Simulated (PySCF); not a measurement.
H8In2N2

Input file:

```
{"job": {"kind": "uv", "xc": "PBE0", "basis": "def2-SVPD", "ip": true, "nstates": 10}, "charge": 0, "multiplicity": 1}
In    -1.561895    -0.156202    -0.533526
H     -2.305040     1.325485    -1.022644
H     -2.196599    -1.763188    -0.516908
N     -0.484135     0.201388     1.386271
In     1.580806     0.144131     0.541251
H      2.328365    -1.334506     1.032355
H      2.208647     1.753711     0.521872
N      0.501784    -0.218384    -1.378797
H     -0.717885     1.091288     1.827263
H     -0.653206    -0.514992     2.092844
H      0.675600     0.498199    -2.084234
H      0.739029    -1.109669    -1.814766
```

Launched as:

```sh
OMP_NUM_THREADS=1 python probes_run.py task.json out
```

Geometry: PBE0-D3(BJ)/def2-SVP; core potentials replace the inner electrons of In.

Theory: PBE0/def2-SVPD, SCF density, gas phase, scalar-relativistic core potentials on the heavy atoms (PySCF).

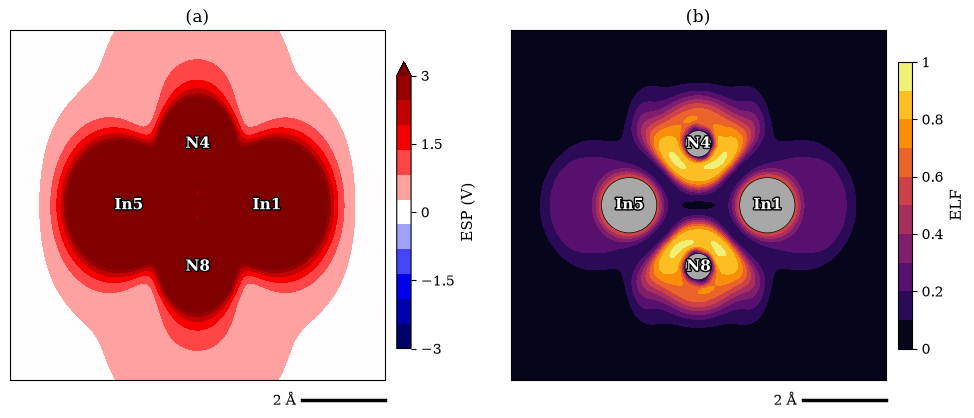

Figure 1. (a) molecular electrostatic potential; (b) ELF on the plane of atoms N4, In1 and N8. Grey discs cover the atomic cores in the ELF map.

Q: What does the map show?

A: The section cuts through In and N sites.
In–N (2.23 Å): the ELF peaks at about 0.90 in the valence shell of N, 0.7 Å from its nucleus, and drops to about 0.10 between the two atoms.
The potential has no marked negative region in this plane.

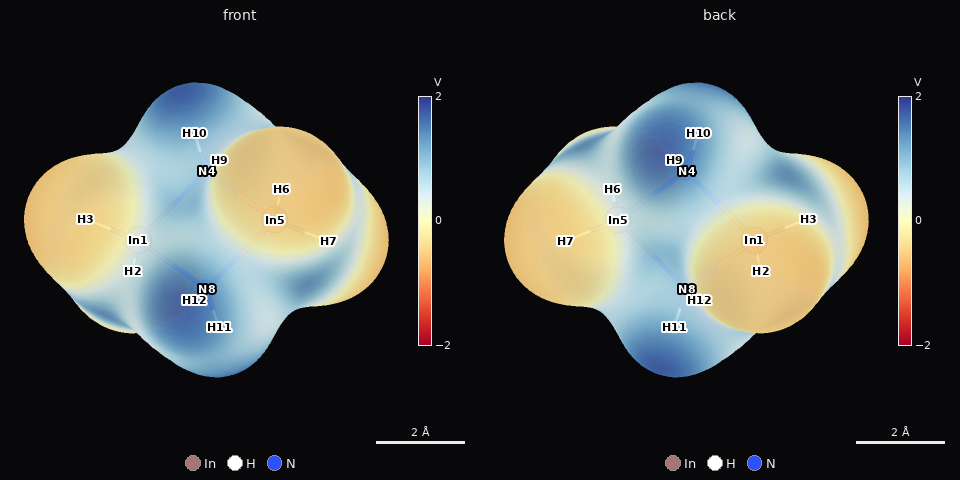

Figure 2. The electrostatic potential painted on the density surface at 0.002 e/bohr³, seen from the front and from behind; the colour scale runs from red (negative) to blue (positive).

Q: Describe the electrostatic potential map.

A: The most negative region (about −0.5 V) lies over H2, H3, H6 and H7, the most positive (about +1.7 V) over H9, H10, H11 and H12.

Q: How polar is the molecule by this calculation?

A: Its dipole moment is zero.
